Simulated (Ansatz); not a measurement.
## Computed scan of one atom of the cell: GaN (wurtzite)

Relaxed GaN (wurtzite):

```
CELL_PARAMETERS angstrom
      3.18312     0.00000     0.00000
     -1.59156     2.75667     0.00000
      0.00000     0.00000     5.18363
ATOMIC_POSITIONS crystal
  Ga 0.66667 0.33333 0.00099
  Ga 0.33333 0.66667 0.50099
  N  0.66667 0.33333 0.62421
  N  0.33333 0.66667 0.12421
```

In each cell atom 2 (Ga, nearest neighbour N at 1.946 Å; its periodic images, 3.2 Å or more away, move with it) moves by s·(0.707, 0.707, 0.000) (along Cartesian [110]), the rest being held.

Computed with r2SCAN (plane waves to 500 eV, PAW, scalar-relativistic; Ansatz, an electronic-structure program). k mesh 10×10×5 (Γ-centred), Fermi-Dirac smearing 0.05 eV. Energies are smeared free energies. F∥ is the force on the atom along that direction. GaN was relaxed with its symmetry unable to fall. ΔE is measured from the undisplaced structure.

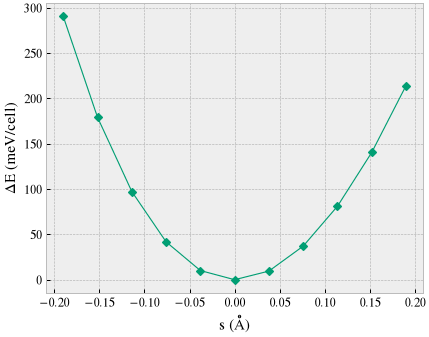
Figure. ΔE (meV/cell) against s (Å); one marker a computed point.

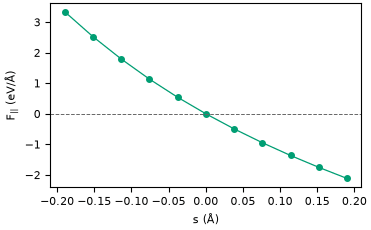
*F∥ (eV/Å) against s (Å); one marker a computed point.*

The force constant k = d²E/ds² at s = 0 (finite differences) is 13.6 eV/Å². The force along the line at s = -0.190 Å is 3.34 eV/Å and the energy at s = 0.190 Å is 214.0 meV/cell. Shape of the curve: a single well with its minimum at or next to zero displacement. Harmonic estimate at the end of the scan: ½ks² = 245.2 meV/cell against the computed 214.0 meV/cell, so the well is softer than harmonic there.

The forces along the line at the two nearest points give (0.541 − (-0.494)) / (2·0.038) = 13.62 eV/Å²; the next pair corrects for the finite step.

(For displaced atoms, the force is minus the slope of the energy, and its curvature is a force constant, which sets phonon frequencies.)
